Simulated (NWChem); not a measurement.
**One shape, several levels: Si2H6O2 (SMILES O[SiH2][SiH2]O)**

Wanted: a comparison of 4 runs (HF/STO-3G, HF/3-21G, B3LYP/6-31G*) of Si2H6O2. 

The results are computed with NWChem 7.3.0.

### 1 Starting point

The species is Si2H6O2 (10 atoms), meant as a singlet with charge 0. As SMILES, `O[SiH2][SiH2]O`. The shape is that of a PBE0-D4/def2-TZVP optimisation. This is one conformer, not always the lowest.

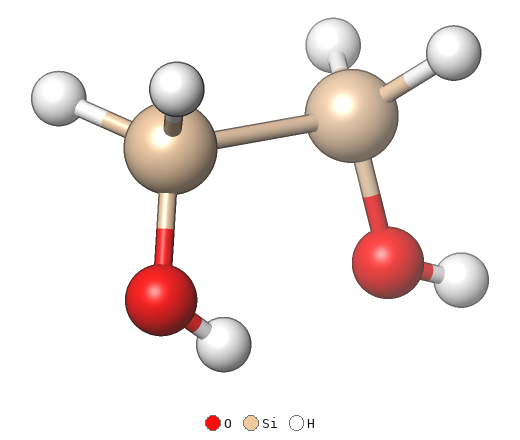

Viewed from a chosen angle; oxygen red, silicon light orange, hydrogen white.

### 2 Energy and gradient at HF/STO-3G (run 1)

run.py reads:

```python
from ase import Atoms
from ase.calculators.nwchem import NWChem

atoms = Atoms(['O', 'Si', 'Si', 'O', 'H', 'H', 'H', 'H', 'H', 'H'], positions=[
    [-1.158200, 0.253600, -1.266100],
    [-0.972100, 0.423300, 0.381200],
    [1.219100, -0.412800, 0.593400],
    [1.705400, -0.693400, -0.960300],
    [-1.981400, 0.534700, -1.668000],
    [-2.011900, -0.352900, 1.116800],
    [-1.135200, 1.849600, 0.786600],
    [1.260800, -1.669100, 1.391200],
    [2.138000, 0.558800, 1.245000],
    [1.018700, -0.543100, -1.616900],
])

calc = NWChem(
    label='work',
    theory='scf',
    memory='2200 mb',
    basis='STO-3G',
    basispar='spherical bse',
    scf={'nopen': '0', 'rhf': None, 'thresh': '1e-08', 'maxiter': '80'},
)
atoms.calc = calc

forces = atoms.get_forces()
print("Total energy (eV):", round(atoms.get_potential_energy(), 6))
print("forces (eV/A):")
for s, f in zip(atoms.symbols, forces):
    print(f"{s:2s} {f[0]:10.5f} {f[1]:10.5f} {f[2]:10.5f}")
print("dipole (e A):", atoms.get_dipole_moment().round(4))
```

Command:

```
$ export ASE_NWCHEM_COMMAND="nwchem PREFIX.nwi > PREFIX.nwo"
$ python run.py
```

What it wrote:

```text
Total energy (eV): -19657.385738
forces (eV/A):
O     1.77473   -0.78414   -0.33707
Si   -0.09076    0.31769    1.88122
Si   -1.43416    0.65393    2.12399
O     2.06552   -0.66638   -0.28076
H    -1.47098    0.61295    0.03003
H     1.15052    0.85751   -0.82404
H     0.18255   -1.58426   -0.45107
H    -0.00262    1.36171   -0.92848
H    -0.96422   -1.08362   -0.76480
H    -1.21063    0.31465   -0.44907
dipole (e A): [-0.4419  0.1781  0.1755]
```

The calculator wrote work.nwi:

```
title "work"

permanent_dir work

scratch_dir work

start work

geometry units angstrom nocenter noautosym noautoz
  O  -1.1581999999999999e+00 2.5359999999999999e-01 -1.2661000000000000e+00
  Si -9.7209999999999996e-01 4.2330000000000001e-01 3.8119999999999998e-01
  Si 1.2191000000000001e+00 -4.1280000000000000e-01 5.9340000000000004e-01
  O  1.7054000000000000e+00 -6.9340000000000002e-01 -9.6030000000000004e-01
  H  -1.9814000000000001e+00 5.3469999999999995e-01 -1.6679999999999999e+00
  H  -2.0118999999999998e+00 -3.5289999999999999e-01 1.1168000000000000e+00
  H  -1.1352000000000000e+00 1.8495999999999999e+00 7.8659999999999997e-01
  H  1.2607999999999999e+00 -1.6691000000000000e+00 1.3912000000000000e+00
  H  2.1379999999999999e+00 5.5879999999999996e-01 1.2450000000000001e+00
  H  1.0186999999999999e+00 -5.4310000000000003e-01 -1.6169000000000000e+00
end

memory 2200 mb

basis spherical bse noprint
   * library STO-3G
end

scf
  nopen 0
  rhf
  thresh 1e-08
  maxiter 80
end

task scf gradient
```

work.nwo (excerpt; [...] marks lines left out):

```text
[...]
      One-electron energy =  -1462.997856390974
[... 1 line left out ...]
 Nuclear repulsion energy =    228.887776295669
[... 42 lines left out ...]
                       ROHF Final Molecular Orbital Analysis
[... 202 lines left out ...]
     1   1 0 0     -0.835140      0.000000     13.463542
[...]
  wavefunction    =   RHF
                         RHF ENERGY GRADIENTS
    atom               coordinates                        gradient
                 x          y          z           x          y          z
   1 O      -2.188681   0.479235  -2.392582   -0.034513   0.015249   0.006555
   2 Si     -1.837003   0.799921   0.720364    0.001765  -0.006178  -0.036584
   3 Si      2.303765  -0.780079   1.121363    0.027890  -0.012717  -0.041305
[... 6 lines of this table left out ...]
  10 H       1.925064  -1.026310  -3.055498    0.023543  -0.006119   0.008733
[...]
```

It took 3.9 s on 1 thread of Intel Xeon Platinum 8559C (Emerald Rapids), shared host; peak memory 0.1 GiB.

### 3 Energy and forces at HF/3-21G (run 2)

h6o2si2.nw reads:

```
start h6o2si2
memory stack 880 mb heap 220 mb global 1100 mb
charge 0

geometry noautosym nocenter noautoz
  O       -1.158200       0.253600      -1.266100
  Si      -0.972100       0.423300       0.381200
  Si       1.219100      -0.412800       0.593400
  O        1.705400      -0.693400      -0.960300
  H       -1.981400       0.534700      -1.668000
  H       -2.011900      -0.352900       1.116800
  H       -1.135200       1.849600       0.786600
  H        1.260800      -1.669100       1.391200
  H        2.138000       0.558800       1.245000
  H        1.018700      -0.543100      -1.616900
end

basis spherical bse
  * library 3-21G
end

scf
  thresh 1e-08
  maxiter 80
end

task scf gradient
```

Command:

```
$ nwchem h6o2si2.nw > h6o2si2.out
```

What it wrote:

```text
[...]
  functions       =    56
[...]
  wavefunction    = RHF
[...]
         Total SCF energy =   -727.221189860883
      One-electron energy =  -1464.095150438963
      Two-electron energy =    507.986184282410
 Nuclear repulsion energy =    228.887776295669
        Time for solution =      2.6s
[...]
                         RHF ENERGY GRADIENTS
    atom               coordinates                        gradient
                 x          y          z           x          y          z
   1 O      -2.188681   0.479235  -2.392582    0.001491   0.001493   0.015892
   2 Si     -1.837003   0.799921   0.720364    0.000504  -0.003682  -0.025484
   3 Si      2.303765  -0.780079   1.121363   -0.008977   0.000980  -0.032804
   4 O       3.222739  -1.310336  -1.814704    0.001028   0.001319   0.020636
   5 H      -3.744303   1.010436  -3.152063    0.002487   0.000652   0.011232
   6 H      -3.801940  -0.666884   2.110446   -0.001926  -0.000086  -0.000769
   7 H      -2.145217   3.495237   1.486458   -0.001419   0.001111  -0.000969
   8 H       2.382567  -3.154142   2.628987    0.003132  -0.002253  -0.000383
   9 H       4.040234   1.055979   2.352709    0.003796  -0.000558  -0.000460
  10 H       1.925064  -1.026310  -3.055498   -0.000116   0.001024   0.013108
[...]
```

Run time: 3.9 s. Hardware: 1 thread of Intel Xeon Platinum 8559C (Emerald Rapids), shared host; peak memory 0.1 GiB.

Run 3 isn't shown in full; the table further down has it.

### 4 Energy and forces at B3LYP/6-31G(d) (Cartesian functions) (run 4)

Changes to run.py since step 2:

```diff
@@ -17,8 +17,7 @@
 calc = NWChem(
-    label='work',
-    theory='scf',
+    label='input',
+    theory='dft',
     memory='2200 mb',
-    basis='STO-3G',
-    basispar='spherical bse',
-    scf={'nopen': '0', 'rhf': None, 'thresh': '1e-08', 'maxiter': '80'},
+    basis='6-31G*',
+    dft={'xc': 'b3lyp', 'mult': '1', 'grid': 'xfine', 'convergence': 'energy 1e-08', 'iterations': '100', 'mulliken': None},
 )
```

Command:

```
$ export ASE_NWCHEM_COMMAND="nwchem PREFIX.nwi > PREFIX.nwo"
$ python run.py
```

What it wrote:

```text
Total energy (eV): -19948.623502
forces (eV/A):
O     0.39888   -0.22795   -0.41842
Si    0.00874    0.06731    0.48429
Si   -0.11580    0.06032    0.41642
O     0.47319   -0.15848   -0.28534
H    -0.39369    0.13704   -0.17885
H    -0.03188   -0.01193    0.07209
H    -0.00663    0.04736    0.06345
H    -0.01502   -0.01373    0.06582
H     0.00350    0.02633    0.05584
H    -0.32129    0.07374   -0.27531
dipole (e A): [-0.5485  0.1943 -0.0462]
```

The calculator wrote input.nwi:

```
title "input"

permanent_dir input

scratch_dir input

start input

geometry units angstrom nocenter noautosym noautoz
  O  -1.1581999999999999e+00 2.5359999999999999e-01 -1.2661000000000000e+00
  Si -9.7209999999999996e-01 4.2330000000000001e-01 3.8119999999999998e-01
  Si 1.2191000000000001e+00 -4.1280000000000000e-01 5.9340000000000004e-01
  O  1.7054000000000000e+00 -6.9340000000000002e-01 -9.6030000000000004e-01
  H  -1.9814000000000001e+00 5.3469999999999995e-01 -1.6679999999999999e+00
  H  -2.0118999999999998e+00 -3.5289999999999999e-01 1.1168000000000000e+00
  H  -1.1352000000000000e+00 1.8495999999999999e+00 7.8659999999999997e-01
  H  1.2607999999999999e+00 -1.6691000000000000e+00 1.3912000000000000e+00
  H  2.1379999999999999e+00 5.5879999999999996e-01 1.2450000000000001e+00
  H  1.0186999999999999e+00 -5.4310000000000003e-01 -1.6169000000000000e+00
end

memory 2200 mb

basis noprint
   * library 6-31G*
end

dft
  xc b3lyp
  mult 1
  grid xfine
  convergence energy 1e-08
  iterations 100
  mulliken
end

task dft gradient
```

input.nwo (excerpt; [...] marks lines left out):

```text
[...]
         Total DFT energy =     -733.098397988295
[...]
  wavefunction    = closed shell
                         DFT ENERGY GRADIENTS
    atom               coordinates                        gradient
                 x          y          z           x          y          z
   1 O      -2.188681   0.479235  -2.392582   -0.007757   0.004433   0.008137
   2 Si     -1.837003   0.799921   0.720364   -0.000170  -0.001309  -0.009418
   3 Si      2.303765  -0.780079   1.121363    0.002252  -0.001173  -0.008098
[... 6 lines of this table left out ...]
  10 H       1.925064  -1.026310  -3.055498    0.006248  -0.001434   0.005354
[...]
```

Wall time 43 s (1 thread of Intel Xeon Platinum 8559C (Emerald Rapids), shared host); peak memory 0.15 GiB.

### 5 Overview of the runs

```tsv
run	level	iteration cap	module	energy (Eh)	dipole moment (D)	HOMO energy (eV)	LUMO energy (eV)	wall time
1	HF/STO-3G	80	scf	-722.395608	2.44	-8.03	10.48	3.9 s
2	HF/3-21G	80	scf	-727.221190	3.60	-10.73	3.10	3.9 s
3	B3LYP/6-31G* (spherical functions)	100	dft	-733.092312	–	–	–	41 s
4	B3LYP/6-31G* (Cartesian functions)	100	dft	-733.098398	2.80	-7.56	-0.70	43 s
```

### 6 Summary of results

| quantity | value |
| --- | --- |
| run 4: total energy | -733.09840 Eh |
| run 4: dipole moment | 2.80 D |
| run 4: HOMO energy | -7.56 eV |
| run 4: LUMO energy | -0.70 eV |
| run 4: HOMO–LUMO gap | 6.86 eV |
| run 4: largest force on an atom | 0.621 eV/Å |

What this shows: Over runs 1, 2, 4 the dipole moment (its size) runs from 2.44 D (HF/STO-3G) to 3.60 D (HF/3-21G). Over runs 1, 2, 4 the HOMO–LUMO gap runs from 6.86 eV (B3LYP/6-31G*) to 18.51 eV (HF/STO-3G). The two ends differ in method and basis. In run 1 the basis is minimal, so the values are rough. All runs together took 92 s, the longest 43 s.
